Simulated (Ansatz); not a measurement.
# PH₃ with AsH₃: superposition error and deformation, part 3 of 3

Ansatz 0.2.0, Gaussian basis. Earlier steps stand in the parts before.

**25. B97M-V/def2-TZVPPD**

The inputs:

free-a/in.yaml

```yaml
crystal:
  periodic: [false, false, false]
  atoms:
    - {symbol: P, position_ang: [-0.302366, 0.352360, -1.747453]}
    - {symbol: H, position_ang: [0.233625, -0.927889, -2.046492]}
    - {symbol: H, position_ang: [0.969257, 0.981653, -1.799558]}
    - {symbol: H, position_ang: [-0.584461, 0.637163, -3.109503]}
basis:
  gaussian: {orbitals: "def2-TZVPPD.json"}
hamiltonian: {xc: {name: B97M-V}}
```

free-b/in.yaml

```yaml
crystal:
  periodic: [false, false, false]
  atoms:
    - {symbol: As, position_ang: [0.351894, -0.361657, 1.719511]}
    - {symbol: H, position_ang: [-0.243506, 1.002339, 2.036538]}
    - {symbol: H, position_ang: [-1.016675, -1.025957, 1.754579]}
    - {symbol: H, position_ang: [0.592135, -0.658013, 3.192578]}
basis:
  gaussian: {orbitals: "def2-TZVPPD.json"}
hamiltonian: {xc: {name: B97M-V}}
```

The same command starts each run, in its folder.

Launch:

```bash
$ ansatz run in.yaml --threads 4 --pin off --events-out ev --progress --plain --max-ram 9574MiB
```

Log of free-a (excerpt; [...] marks lines left out):

```text
Functional definition: B97M-V
  name "B97M-V"
  cite "Mardirossian & Head-Gordon, J. Chem. Phys. 142, 074111 (2015) doi:10.1063/1.4907719"
  cite "Becke, J. Chem. Phys. 107, 8554 (1997) doi:10.1063/1.475007"
  cite "Vydrov & Van Voorhis, J. Chem. Phys. 133, 244103 (2010) doi:10.1063/1.3521275"
  # Of w^i u^j: cxij and so on, Table III.
[...]
  gx(w, u) = cx00 + cx01*u + cx02*u^2 + (cx10 + cx11*u)*w
[...]
  gos(w, u) = cos00 + cos01*u + cos03*u^3 + cos10*w + cos32*w^3*u^2
[...]
      + integral(e_c_pw_mod_opposite_spin*gos(b97_w_opposite, b97_u_opposite)) + vv10(b, c)
493 factors; their error is unknown
[...]
mean field -9335.23529249 eV, -343.0635693492 hartree, gradient 3.8e-5 eV, S^2 0.000000; 0 other end points of the search recorded, 0 dependent functions left out
reference -9335.23533502 eV, -343.0635709120 hartree; 9, 9 occupied and 90, 90 virtual orbitals, 493 factors
Total energy: -9335.23533502 eV, -343.0635709120 hartree
```

Log of free-b (excerpt; [...] marks lines left out):

```text
[... 5 set-up lines as earlier in the session ...]
  # Of w^i u^j: cxij and so on, Table III.
[...]
  gx(w, u) = cx00 + cx01*u + cx02*u^2 + (cx10 + cx11*u)*w
[...]
  gos(w, u) = cos00 + cos01*u + cos03*u^3 + cos10*w + cos32*w^3*u^2
[...]
      + integral(e_c_pw_mod_opposite_spin*gos(b97_w_opposite, b97_u_opposite)) + vv10(b, c)
584 factors; their error is unknown
[...]
mean field -60878.68958038 eV, -2237.2505770212 hartree, gradient 3.2e-5 eV, S^2 0.000000; 0 other end points of the search recorded, 0 dependent functions left out
reference -60878.68962278 eV, -2237.2505785793 hartree; 18, 18 occupied and 87, 87 virtual orbitals, 584 factors
Total energy: -60878.68962278 eV, -2237.2505785793 hartree
```

Times: 0.9 s (free-a), 1.3 s (free-b) on 4 threads of AMD EPYC 7R43, shared host.

**26. HSE06-D4/def2-TZVPPD**

The same edit goes into each in.yaml of step 25 (free-a, free-b):

```diff
-hamiltonian: {xc: {name: B97M-V}}
+hamiltonian: {xc: hse06, dispersion: d4}
```

The same command starts each run, in its folder.

Launch:

```bash
$ ansatz run in.yaml --threads 4 --pin off --events-out ev --progress --plain --max-ram 9574MiB
```

free-a printed (excerpt; [...] marks lines left out):

```text
[... 6 set-up lines as earlier in the session ...]
[...]
517 factors; their error is unknown
56 factors; integrals over basis functions are off by at most 3.1e-6 eV
[...]
mean field -9333.76608107 eV, -343.0095768256 hartree, gradient 6.9e-6 eV, S^2 0.000000; 0 other end points of the search recorded, 0 dependent functions left out
reference -9333.76611169 eV, -343.0095779506 hartree; 9, 9 occupied and 90, 90 virtual orbitals, 517 factors
Total energy: -9333.78791862 eV, -343.0103793407 hartree
```

Output in free-b (excerpt; [...] marks lines left out):

```text
[... 6 set-up lines as earlier in the session ...]
[...]
614 factors; their error is unknown
56 factors; integrals over basis functions are off by at most 4.3e-6 eV
[...]
mean field -60882.40729279 eV, -2237.3872004323 hartree, gradient 9.7e-6 eV, S^2 0.000000; 0 other end points of the search recorded, 0 dependent functions left out
reference -60882.40732336 eV, -2237.3872015557 hartree; 18, 18 occupied and 87, 87 virtual orbitals, 614 factors
Total energy: -60882.43222973 eV, -2237.3881168479 hartree
```

Wall times: 0.4 s (free-a), 0.6 s (free-b) on 4 threads of AMD EPYC 7R43, shared host.

**27. CCSD(T)/def2-TZVPPD**

The same edit goes into each in.yaml of step 26 (free-a, free-b):

```diff
-hamiltonian: {xc: hse06, dispersion: d4}
+correlation: {method: ccsd_t}
```

One command serves all of them, each in its own folder.

Launch:

```bash
$ ansatz run in.yaml --threads 4 --pin off --events-out ev --progress --plain --max-ram 9574MiB
```

Log of free-a (excerpt; [...] marks lines left out):

```text
[... 4 set-up lines as earlier in the session ...]
[...]
541 factors; integrals over basis functions are off by at most 1.0e-3 eV
[...]
mean field -9319.46161117 eV, -342.4838972524 hartree, gradient 1.8e-6 eV, S^2 0.000000; 0 other end points of the search recorded, 0 dependent functions left out
5 core orbitals not correlated: weight in the atoms' cores, before any rotation towards them, 1.000 or more for the frozen orbitals, at most 0.000 for the correlated occupied ones
reference -9319.46161117 eV, -342.4838972524 hartree; 4, 4 occupied and 90, 90 virtual orbitals, 541 factors
second order -4.66166519 eV of doubles, -0.00000000 eV of singles
cycle   1  -5.21960367 eV  change   -5.6e-1 eV  update   5.8e-2
[...]
cycle   9  -5.43673066 eV  change    2.5e-6 eV  update   3.6e-6
perturbative correction -0.18798509 eV, -0.0069083245 hartree
Total energy: -9325.08632691 eV, -342.6906017433 hartree
```

free-b printed (excerpt; [...] marks lines left out):

```text
[... 4 set-up lines as earlier in the session ...]
[...]
602 factors; integrals over basis functions are off by at most 7.7e-4 eV
[...]
mean field -60842.79989315 eV, -2235.9316553424 hartree, gradient 2.8e-6 eV, S^2 0.000000; 0 other end points of the search recorded, 0 dependent functions left out
9 core orbitals not correlated: weight in the atoms' cores, before any rotation towards them, 1.000 or more for the frozen orbitals, at most 0.000 for the correlated occupied ones
reference -60842.79989315 eV, -2235.9316553424 hartree; 9, 9 occupied and 87, 87 virtual orbitals, 602 factors
second order -7.86303087 eV of doubles, -0.00000000 eV of singles
cycle   1  -8.03505154 eV  change   -1.7e-1 eV  update   6.8e-2
[...]
cycle   8  -8.34638417 eV  change   -1.6e-5 eV  update   1.8e-5
perturbative correction -0.26804405 eV, -0.0098504370 hartree
Total energy: -60851.41432137 eV, -2236.2482297404 hartree
```

Wall times: 0.85 s (free-a), 1.4 s (free-b) on 4 threads of AMD EPYC 7R43, shared host.

**28. The split**

```tsv
method	interaction with counterpoise (kcal/mol)	without	superposition error	deformation	binding energy
PBE-D4	-1.85	-1.97	0.13	0.06	-1.78
revPBE-D4	-1.61	-1.75	0.14	0.06	-1.55
BLYP-D4	-1.51	-1.64	0.13	0.04	-1.47
r2SCAN-D4	-1.21	-1.31	0.10	0.03	-1.17
B97M-V	-1.22	-1.32	0.10	0.02	-1.20
PBE0-D4	-1.65	-1.76	0.11	0.01	-1.64
B3LYP-D4	-1.53	-1.64	0.11	0.00	-1.53
HSE06-D4	-1.66	-1.77	0.11	0.01	-1.65
wB97X-V	-1.21	-1.32	0.11	-0.03	-1.24
wB97M-V	-1.24	-1.39	0.15	0.00	-1.24
B2PLYP	-0.25	-0.45	0.20	-0.02	-0.26
Hartree-Fock	1.06	0.96	0.10	-0.17	0.89
MP2	-1.18	-1.61	0.43	-0.03	-1.21
CCSD	-0.52	-0.90	0.39	-0.04	-0.55
CCSD(T)	-0.83	-1.24	0.41	-0.02	-0.85
```

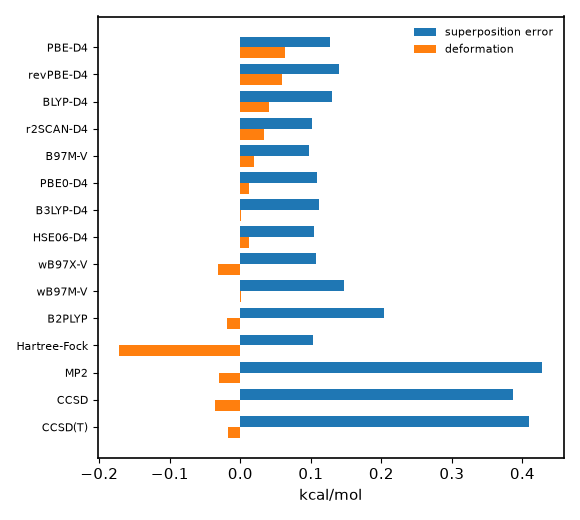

Superposition error and deformation energy by method.

**29. Outcome**

What follows sums up all 3 parts.

| quantity | value |
| --- | --- |
| interaction, CCSD(T) | -0.83 kcal/mol |
| superposition error | 0.41 kcal/mol |
| deformation | -0.02 kcal/mol |
| binding energy | -0.85 kcal/mol |

What this shows: In this basis the superposition error is 0.41 kcal/mol for CCSD(T) and 0.12 kcal/mol on average for the plain functionals: correlated methods borrow far more, since they need many more functions to converge. The free shapes are PBE0-D4 minima, so other methods can show a small negative deformation energy.
